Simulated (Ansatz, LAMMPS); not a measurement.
**Glassy 60SiO2-40Na2O (mol %) (195 atoms): geometry optimisation**

How does glassy 60SiO2-40Na2O (mol %) (195 atoms) relax, and what do bonds, charges and levels look like afterwards?

Method: Kohn-Sham DFT, RPBE, PAW (set soft_2), plane waves, in Ansatz 0.2.0.

## 1. Starting point

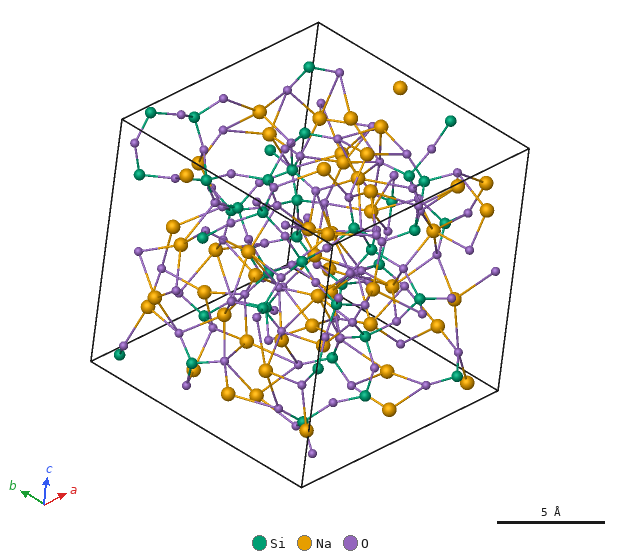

The starting structure, seen from a free direction (silicon teal, sodium orange, oxygen purple). Bonds to atoms that aren't drawn are left out. Some periodic images of atoms are drawn too.

The cell holds 195 atoms: 39 Si, 52 Na and 104 O. Cell: a = 13.544 Å, b = 13.544 Å, c = 13.544 Å, α = 90.0°, β = 90.0°, γ = 90.0°. 195 atoms (39 Si, 52 Na, 104 O) placed at random at 2.64 g/cm³, melted at 4000 K for 10 ps at fixed volume with the Morse and Coulomb pair potential with partial charges (Pedone, Malavasi, Menziani, Cormack and Segre, J. Phys. Chem. B 110, 11780 (2006)). Quenched from 4000 K to 300 K at 20 K/ps and fixed volume, held 5 ps.

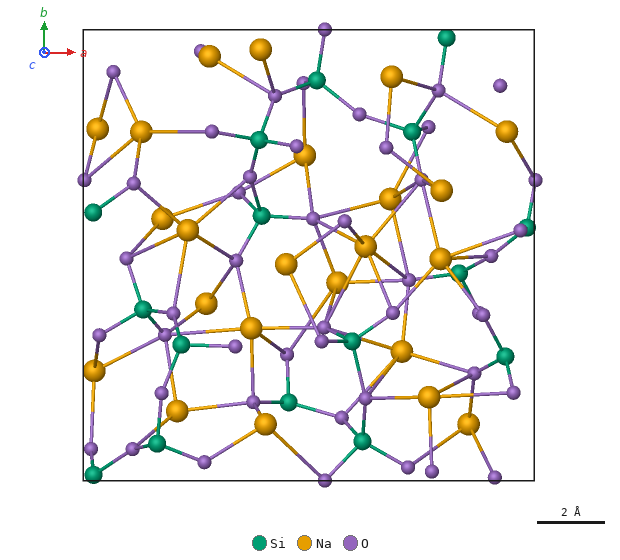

A slice 6 Å thick through the middle of the cell. Bonds to atoms that aren't drawn are left out.

What the set-up can't give: The quench rate of 20 K/ps is many orders above laboratory rates, so the cell is likely richer in defects and strain than a real sample. The starting topology of bonds comes from the classical model. The Brillouin zone is sampled at Γ only, in a cell whose shortest periodic width is 14 Å.

## 2. Single point at the start

The forces at the start show how far the geometry lies from a minimum of this functional.

Contents of input.yaml:

```yaml
crystal:
  lattice:
    - [13.5442, 0.0, 0.0]
    - [0.0, 13.5442, 0.0]
    - [0.0, 0.0, 13.5442]
  atoms:
    - { symbol: Si, position: [0.6094, 0.7527, 0.10806] }
    - { symbol: Si, position: [0.13816, 0.43846, 0.85276] }
    - { symbol: Si, position: [0.523, 0.61028, 0.93589] }
    - { symbol: Si, position: [0.59605, 0.30935, 0.5827] }
    [... 185 atom lines left out ...]
    - { symbol: O, position: [0.40199, 0.59037, 0.93017] }
    - { symbol: O, position: [0.39102, 0.40079, 0.14213] }
    - { symbol: O, position: [0.24535, 0.49116, 0.8853] }
    - { symbol: O, position: [0.17177, 0.35363, 0.78514] }
    - { symbol: O, position: [0.57309, 0.13992, 0.38435] }
    - { symbol: O, position: [0.50961, 0.58122, 0.41191] }
kpoints:
  mp_grid: { grid: [1, 1, 1] }
hamiltonian:
  xc: rpbe
scf:
  occupations: { method: fixed }
output:
  forces: true
  stress: true
  populations: intrinsic
  dos:
    method: { smearing: { sigma: 0.15 } }
    de: 0.1
    projected: { site_lists: { Na: [Na], O: [O], Si: [Si] } }
  eigenvalues: true
```

On the command line:

```
> ansatz run input.yaml --threads 4 --pin off --max-ram 8192MiB --backend cpu --events-out ev --progress --plain --runs-dir out
```

It took 1.8 min on 4 threads of Arm Neoverse V2, shared host; peak memory 4.5 GiB; 7 min of CPU time.

The run gave:

* free energy: -161720.0160 eV
* free energy per atom: -829.3334 eV/atom
* SCF cycles: 10
* pressure: 11.52 GPa
* r.m.s. force component: 1.36 eV/Å
* longest force: 6.238 eV/Å
* Fermi energy: 5.379 eV
* gap (highest filled to lowest empty level): 2.21 eV

The r.m.s. force component of 1.4 eV/Å and the pressure of 12 GPa set the starting point.

Length of the force by element:

| element | coordination | atoms | mean length of the force (eV/Å) | spread | least | most |
| --- | --- | --- | --- | --- | --- | --- |
| Na | all | 52 | 0.718 | 0.310 | 0.103 | 1.57 |
| O | all | 104 | 2.39 | 1.15 | 0.242 | 6.24 |
| Si | all | 39 | 2.70 | 0.927 | 0.873 | 4.44 |

## 3. Relaxation

The atoms are relaxed in the fixed cell, aiming at the force tolerance of the input.

input.yaml, the sections that differ from step 2:

```yaml
output:
  forces: true
relax:
  f_tol: 0.05
  max_steps: 131
# crystal, kpoints, hamiltonian, scf: as in step 2
```

Wall time 17 min (4 threads); peak memory 4 GiB.

Step by step:

| step | energy less that of the first step (eV) | largest force component (eV/Å) |
| --- | --- | --- |
| 1 | 0.0000 | 4.7026 |
| 2 | -11.0138 | 2.7495 |
| 3 | -17.2796 | 0.8408 |
| 4 | -18.5368 | 0.4626 |
| 5 | -19.4405 | 0.3087 |
| 6 | -20.0656 | 0.1977 |
| 7 | -20.2787 | 0.1606 |
| 8 | -20.3750 | 0.1700 |
| 9 | -20.4824 | 0.1895 |
| 10 | -20.5783 | 0.1489 |
| 11 | -20.6837 | 0.1107 |
| 12 | -20.7376 | 0.0732 |
| 13 | -20.7503 | 0.1597 |
| 14 | -20.7739 | 0.1347 |
| 15 | -20.7952 | 0.0867 |
| 16 | -20.7969 | 0.0712 |
| 17 | -20.8073 | 0.0663 |
| 18 | -20.8146 | 0.0304 |
| 19 | -20.8146 | 0.0304 |
| 20 | -20.8000 | 0.2359 |
| 21 | -20.8157 | 0.0462 |

Relaxation step 20 was tried and not accepted.

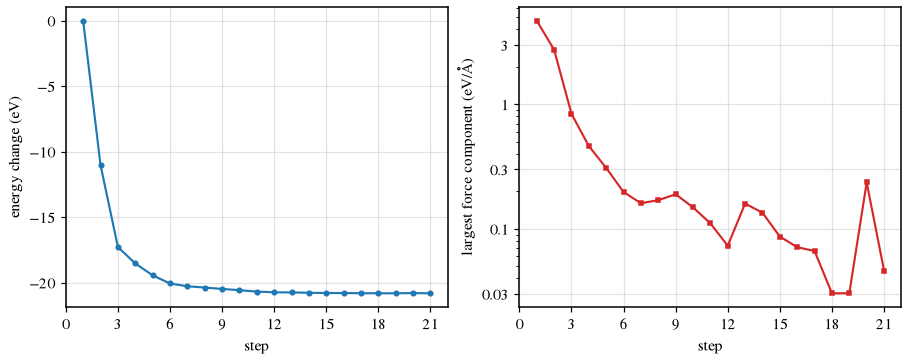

Energy and largest force along the relaxation.

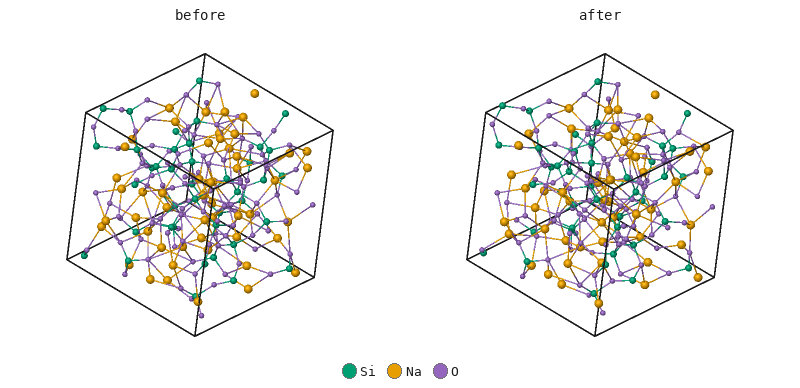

Before and after, at one scale. Bonds to atoms that aren't drawn are left out.

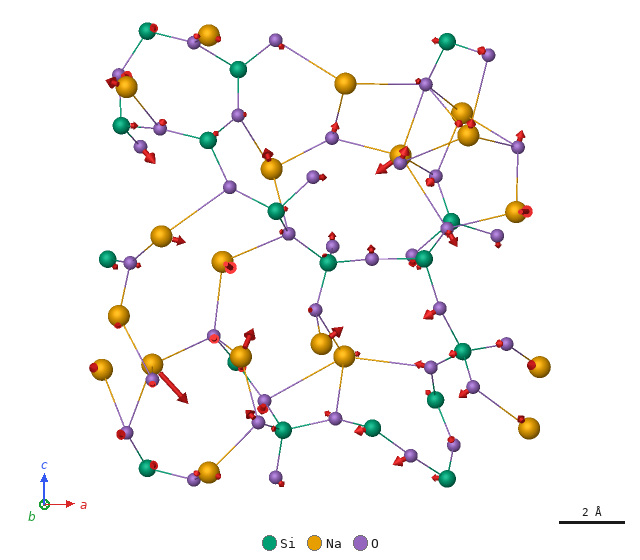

Displacements in the relaxation, scaled; the longest in the cell stands for 1.33 Å. Drawn is a slice 4 Å thick, seen along the normal of the ac plane.

The atoms that moved most (Å):

| atom | dx | dy | dz | length |
| --- | --- | --- | --- | --- |
| Na42 | 0.891 | -0.111 | -0.976 | 1.326 |
| Na44 | -0.428 | 0.107 | -1.061 | 1.149 |
| Na54 | 0.311 | 0.813 | -0.258 | 0.908 |
| Na59 | 0.388 | 0.792 | -0.053 | 0.883 |
| Na53 | 0.737 | 0.272 | 0.212 | 0.814 |
| O149 | 0.760 | -0.025 | -0.202 | 0.787 |
| Na84 | 0.297 | 0.432 | 0.579 | 0.781 |
| O191 | 0.392 | 0.512 | 0.411 | 0.764 |

The relaxation changed the energy by -107 meV/atom, and atoms moved by 0.38 Å r.m.s., 1.3 Å at most.

## 4. Distances and neighbours after relaxation

Bonds before and after, by the cutoffs listed below:

| pair | bonds before | bonds after | mean before (Å) | mean after (Å) | spread before (Å) | spread after (Å) |
| --- | --- | --- | --- | --- | --- | --- |
| O-Na | 221 | 241 | 2.423 | 2.402 | 0.174 | 0.144 |
| O-Si | 156 | 156 | 1.613 | 1.649 | 0.062 | 0.040 |

Density 2.64 g/cm³, 12.74 Å³ an atom.

Pair distribution functions g(r), in bins of 0.2 Å:

| r (Å) | total | O-O | O-Na | O-Si | Na-Na | Na-Si | Si-Si |
| --- | --- | --- | --- | --- | --- | --- | --- |
| 1.50 | 0.42 | 0.00 | 0.00 | 1.97 | 0.00 | 0.00 | 0.00 |
| 1.70 | 2.57 | 0.00 | 0.00 | 12.07 | 0.00 | 0.00 | 0.00 |
| 1.90 | 0.00 | 0.00 | 0.00 | 0.00 | 0.00 | 0.00 | 0.00 |
| 2.10 | 0.17 | 0.00 | 0.58 | 0.00 | 0.00 | 0.00 | 0.00 |
| 2.30 | 1.12 | 0.00 | 3.92 | 0.00 | 0.00 | 0.00 | 0.00 |
| 2.50 | 1.01 | 1.10 | 2.44 | 0.00 | 0.00 | 0.00 | 0.00 |
| 2.70 | 1.56 | 4.40 | 0.82 | 0.03 | 0.79 | 0.13 | 0.00 |
| 2.90 | 0.81 | 0.67 | 0.72 | 0.03 | 2.36 | 1.83 | 1.19 |
| 3.10 | 1.01 | 0.57 | 0.62 | 0.25 | 2.27 | 2.82 | 4.05 |
| 3.30 | 1.02 | 1.14 | 0.57 | 0.38 | 1.88 | 2.37 | 1.71 |
| 3.50 | 1.05 | 1.14 | 0.80 | 1.01 | 0.67 | 2.23 | 0.00 |
| 3.70 | 0.95 | 0.75 | 0.85 | 1.30 | 1.16 | 1.22 | 0.18 |
| 3.90 | 1.07 | 0.86 | 0.88 | 1.73 | 0.73 | 1.19 | 0.59 |
| 4.10 | 1.03 | 0.68 | 0.99 | 1.73 | 0.88 | 0.82 | 0.77 |
| 4.30 | 1.02 | 0.83 | 1.04 | 1.74 | 0.63 | 0.41 | 0.70 |
| 4.50 | 1.03 | 0.91 | 1.20 | 1.08 | 1.29 | 0.65 | 0.91 |
| 4.70 | 0.98 | 0.97 | 1.38 | 0.91 | 0.47 | 0.46 | 1.05 |
| 4.90 | 1.02 | 1.27 | 1.31 | 0.68 | 0.52 | 0.53 | 1.30 |
| 5.10 | 0.95 | 1.16 | 1.03 | 0.63 | 0.62 | 0.92 | 1.35 |
| 5.30 | 0.94 | 1.11 | 0.81 | 0.89 | 0.85 | 0.88 | 1.21 |
| 5.50 | 0.94 | 0.97 | 0.83 | 0.75 | 1.57 | 1.03 | 1.07 |
| 5.70 | 0.98 | 1.07 | 0.84 | 0.87 | 1.09 | 1.17 | 1.28 |
| 5.90 | 1.02 | 1.15 | 0.77 | 0.99 | 1.03 | 1.38 | 1.08 |
| 6.10 | 1.06 | 0.87 | 1.01 | 1.15 | 1.40 | 1.47 | 0.77 |
| 6.30 | 0.97 | 0.84 | 1.00 | 1.03 | 1.18 | 1.06 | 0.85 |
| 6.50 | 1.04 | 0.93 | 1.04 | 1.19 | 1.11 | 1.15 | 0.58 |
| 6.70 | 0.99 | 0.91 | 1.06 | 1.12 | 0.95 | 0.78 | 1.01 |

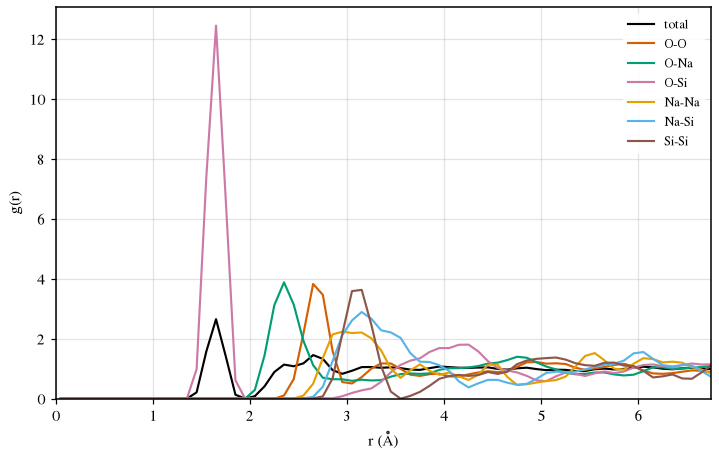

Pair distribution functions, lightly smoothed.

Bonds by pair of elements; cutoffs follow the first minimum of g(r), held within bounds set by covalent radii, and pairs that aren't listed don't count as bonded:

| pair A-B | cutoff (Å) | bonds | mean length (Å) | spread (Å) | shortest (Å) | B about A | A about B |
| --- | --- | --- | --- | --- | --- | --- | --- |
| O-Na | 2.77 | 241 | 2.40 | 0.144 | 2.13 | 2.32 | 4.63 |
| O-Si | 2.12 | 156 | 1.65 | 0.04 | 1.56 | 1.5 | 4 |

How many atoms have how many bonded neighbours:

| element | mean | 2 | 3 | 4 | 5 | 6 |
| --- | --- | --- | --- | --- | --- | --- |
| Na | 4.63 | 0 | 2 | 22 | 21 | 7 |
| O | 3.82 | 6 | 34 | 41 | 19 | 4 |
| Si | 4 | 0 | 0 | 39 | 0 | 0 |

Bond angles (no mean is given where the spread exceeds 20°):

| angle | count | mean (°) | spread (°) |
| --- | --- | --- | --- |
| O-Na-O | 453 | - | - |
| Na-O-Si | 303 | - | - |
| Na-O-Na | 249 | - | - |
| O-Si-O | 234 | 109 | 6 |
| Si-O-Si | 52 | 141 | 13.1 |

Oxygen atoms by the number of network formers (Si, P, Ge, B, Al, As, Ga) bound to them:

| network formers bound to O | O atoms | per cent |
| --- | --- | --- |
| 0 | 0 | 0 |
| 1 | 52 | 50 |
| 2 | 52 | 50 |

Network units: each former by its oxygen neighbours and how many of them bridge to another former:

| former | O neighbours | bridging O | atoms |
| --- | --- | --- | --- |
| Si | 4 | 1 | 3 |
| Si | 4 | 2 | 12 |
| Si | 4 | 3 | 19 |
| Si | 4 | 4 | 5 |

Bond length by coordination (bonds to H left out):

| element | coordination | atoms | mean bond length (Å) |
| --- | --- | --- | --- |
| Na | 3 | 2 | 2.30 |
| Na | 4 | 22 | 2.36 |
| Na | 5 | 21 | 2.41 |
| Na | 6 | 7 | 2.47 |
| O | 2 | 6 | 1.66 |
| O | 3 | 34 | 1.94 |
| O | 4 | 41 | 2.13 |
| O | 5 | 19 | 2.25 |
| O | 6 | 4 | 2.33 |

Rings of the network by King's shortest-path rule, up to 12 atoms, one path for each pair of neighbours; H, halogens, alkali and alkaline-earth atoms are left out, and the last column divides by all other atoms, bonded or not:

| ring size (atoms) | rings | per network atom |
| --- | --- | --- |
| 8 | 2 | 0.014 |
| 10 | 3 | 0.021 |
| 12 | 2 | 0.014 |

First main peaks of g(r), for some of the pairs, lie near 2.7 Å (O-O), 2.3 Å (O-Na), 1.6 Å (O-Si), 2.9 Å (Na-Na), 3.2 Å (Na-Si) and 3.1 Å (Si-Si). Counting bonds as in the table, 42 % of Na atoms have 4, 39 % of O atoms have 4 and all Si atoms have 4 bonded neighbours. 50 % of the oxygens bridge two formers (Si) and 50 % are non-bridging. The commonest Si unit has 4 oxygens, 3 of them shared with other formers (19 of 39 atoms). Rings of 10 atoms are the most common (43 % of those counted); sizes run from 8 to 12, where the search stops.

## 5. Single point at the relaxed geometry

The electronic structure is read at the final geometry, in a run of its own.

Contents of input.yaml:

```yaml
crystal:
  lattice:
    - [13.5442, 0.0, 0.0]
    - [0.0, 13.5442, 0.0]
    - [0.0, 0.0, 13.5442]
  atoms:
    - { symbol: Si, position: [0.58289, 0.73999, 0.10398] }
    - { symbol: Si, position: [0.12859, 0.44416, 0.83742] }
    - { symbol: Si, position: [0.50834, 0.59439, 0.9384] }
    - { symbol: Si, position: [0.57879, 0.30683, 0.58927] }
    [... 185 atom lines left out ...]
    - { symbol: O, position: [0.3916, 0.55804, 0.92752] }
    - { symbol: O, position: [0.41994, 0.43856, 0.17249] }
    - { symbol: O, position: [0.21927, 0.50394, 0.89199] }
    - { symbol: O, position: [0.17519, 0.34145, 0.79204] }
    - { symbol: O, position: [0.57559, 0.14773, 0.3821] }
    - { symbol: O, position: [0.51566, 0.5816, 0.41271] }
kpoints:
  mp_grid: { grid: [1, 1, 1] }
hamiltonian:
  xc: rpbe
scf:
  occupations: { method: fixed }
output:
  forces: true
  stress: true
  populations: intrinsic
  dos:
    method: { smearing: { sigma: 0.1 } }
    de: 0.1
    projected: { site_lists: { Na: [Na], O: [O], Si: [Si] } }
  eigenvalues: true
  write_density: true
  write_potential: true
  volumetric_format: npy
```

The job ended after 2 min (4 threads; peak memory 4.6 GiB; 7.7 min of CPU time).

The run gave:

- free energy: -161740.8316 eV
- free energy per atom: -829.4402 eV/atom
- SCF cycles: 10
- pressure: 4.75 GPa
- r.m.s. force component: 0.00707 eV/Å
- longest force: 0.05114 eV/Å
- Fermi energy: 4.737 eV
- gap (highest filled to lowest empty level): 3.091 eV

Intrinsic-atomic-orbital charges by element and coordination:

| element | coordination | atoms | mean charge (e) | spread | least | most |
| --- | --- | --- | --- | --- | --- | --- |
| Na | all | 52 | 0.796 | 0.0093 | 0.774 | 0.818 |
| Na | 3 | 2 | 0.801 | 7.0e-4 | 0.800 | 0.802 |
| Na | 4 | 22 | 0.795 | 0.0093 | 0.780 | 0.818 |
| Na | 5 | 21 | 0.793 | 0.0095 | 0.774 | 0.809 |
| Na | 6 | 7 | 0.803 | 0.0048 | 0.793 | 0.809 |
| O | all | 104 | -1.00 | 0.0858 | -1.13 | -0.889 |
| O | 2 | 6 | -0.905 | 0.0082 | -0.916 | -0.889 |
| O | 3 | 34 | -0.932 | 0.0424 | -1.07 | -0.896 |
| O | 4 | 41 | -1.03 | 0.0761 | -1.12 | -0.911 |
| O | 5 | 19 | -1.10 | 0.0184 | -1.13 | -1.07 |
| O | 6 | 4 | -1.10 | 0.0189 | -1.11 | -1.07 |
| Si | all | 39 | 1.62 | 0.0584 | 1.50 | 1.73 |

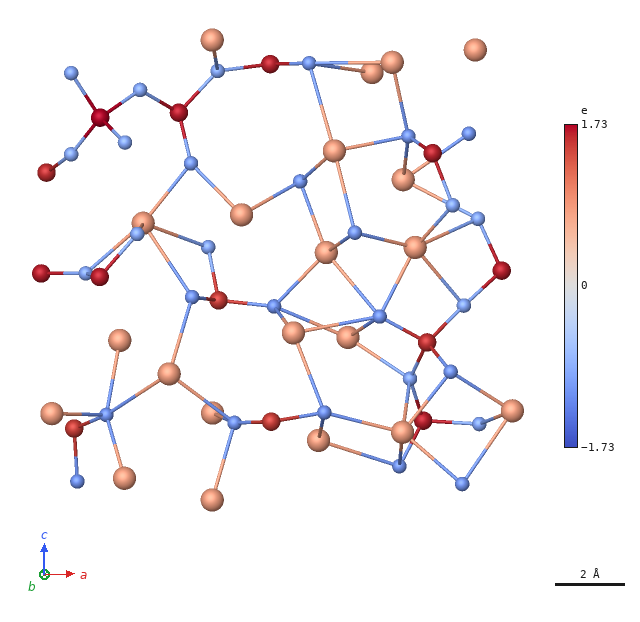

Atoms coloured by intrinsic-atomic-orbital charge. Drawn is a slice 4 Å thick, seen along the normal of the ac plane. Bonds to atoms that aren't drawn are left out.

Density of states as counts of states in windows of 1 eV (from the Fermi level), total and the larger projections:

| from (eV) | to (eV) | total | O p | Si p | O s |
| --- | --- | --- | --- | --- | --- |
| -18 | -17 | 67.0 | 1.5 | 7.2 | 52.0 |
| -17 | -16 | 35.2 | 0.4 | 4.9 | 28.5 |
| -16 | -15 | 1.2 | 0.0 | 0.2 | 0.9 |
| -15 | -11 | 0.0 | 0.0 | 0.0 | 0.0 |
| -11 | -10 | 5.1 | 3.3 | 0.3 | 0.2 |
| -10 | -9 | 16.5 | 11.0 | 1.2 | 0.9 |
| -9 | -8 | 23.5 | 16.1 | 2.4 | 1.3 |
| -8 | -7 | 29.8 | 21.8 | 4.8 | 0.9 |
| -7 | -6 | 27.4 | 21.1 | 5.0 | 0.4 |
| -6 | -5 | 45.0 | 35.1 | 5.0 | 2.8 |
| -5 | -4 | 94.2 | 77.7 | 7.7 | 4.2 |
| -4 | -3 | 111.6 | 98.9 | 5.0 | 2.7 |
| -3 | -2 | 110.9 | 102.4 | 3.1 | 1.2 |
| -2 | -1 | 126.0 | 119.3 | 2.6 | 0.6 |
| -1 | 0 | 33.4 | 32.3 | 0.4 | 0.1 |
| 0 | 1 | 0.5 | 0.5 | 0.0 | 0.0 |
| 1 | 2 | 0.0 | 0.0 | 0.0 | 0.0 |
| 2 | 3 | 0.5 | 0.0 | 0.0 | 0.1 |
| 3 | 4 | 2.9 | 0.2 | 0.1 | 0.6 |
| 4 | 5 | 13.2 | 1.4 | 0.6 | 2.2 |

With fixed occupations the program's Fermi level is the highest filled level; weight inside the gap is the broadening of levels at its edges.

Between -26 and -18 eV lie 417 more states.

The stored curve holds about 1144 of the 1248 electrons; the rest, give or take the few that broadening carries across the Fermi level, lie in deeper levels below its range.

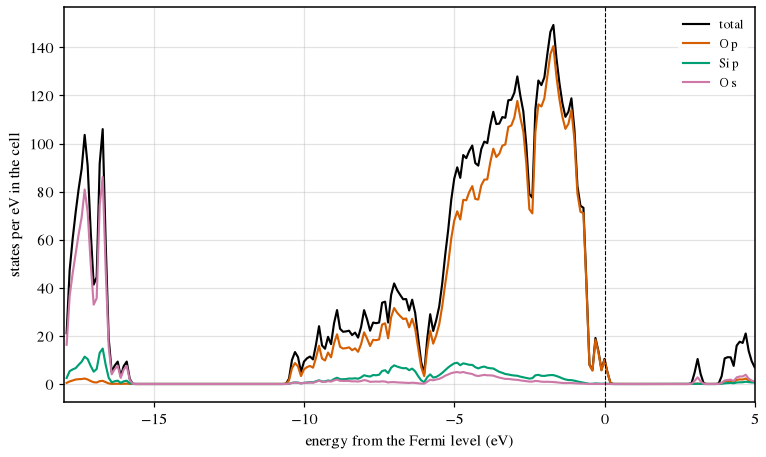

Total and projected density of states, with the broadening of the input.

The levels nearest the highest filled one (over half full), pooled over k-points and spins:

| level less the highest filled one (eV) | occupation |
| --- | --- |
| -0.672 | 2 |
| -0.646 | 2 |
| -0.614 | 2 |
| -0.294 | 2 |
| -0.261 | 2 |
| 0 | 2 |
| 3.09 | 0 |
| 4.01 | 0 |
| 4.18 | 0 |
| 4.41 | 0 |
| 4.48 | 0 |
| 4.66 | 0 |

Mean intrinsic-atomic-orbital charges: Na +0.80, O -1.00, Si +1.62 e.

## 6. Outcome

| Property | Result |
| --- | --- |
| energy change in the relaxation | -106.7 meV/atom |
| r.m.s. displacement | 0.377 Å |
| largest displacement | 1.326 Å |
| free energy per atom | -829.4402 eV/atom |
| pressure | 4.75 GPa |
| r.m.s. force component | 0.00707 eV/Å |
| gap (highest filled to lowest empty level) | 3.091 eV |
| wall time of the 3 DFT runs | 21 min |

What this shows: Relaxation lowers the energy by 107 meV/atom and moves atoms by 0.38 Å r.m.s.; the r.m.s. force component goes from 1.4 to 0.0071 eV/Å, the pressure goes from 12 to 4.8 GPa, and the gap from 2.21 to 3.09 eV. By the final cutoffs 23 of 377 bonded pairs parted and 43 joined. From the first step to the last the energy fell by 20.816 eV, and the largest move was 1.33 Å (Na42). The O-Si bonds change most in mean length: from 1.613 Å (spread 0.062) to 1.649 Å (spread 0.040). Counting bonds as in the table, 42 % of Na atoms have 4, 39 % of O atoms have 4 and all Si atoms have 4 bonded neighbours. 50 % of the oxygens bridge two formers (Si) and 50 % are non-bridging. The highest filled and lowest empty levels differ by 3.09 eV (at Γ alone); a semilocal functional tends to put such gaps too low. In a disordered cell it changes from sample to sample, and tail or defect levels can set it.

What to keep in mind: The network of bonds at the start is that of the classical potential that made the cell; in DFT 23 of its 377 bonded pairs passed out of the cutoffs and 43 came within them. The pressure of 4.8 GPa shows the cell to be compressed for this functional.

[Logs are printed without paths, hosts, clocks, repeated set-up lines and the standing remarks that a program may print on its own settings, such as how far it seeks lower states.]

[Hosts, paths, dates, database ids (printed as entryN), source tags and the programs' standing remarks are cut or masked in the printed files.]
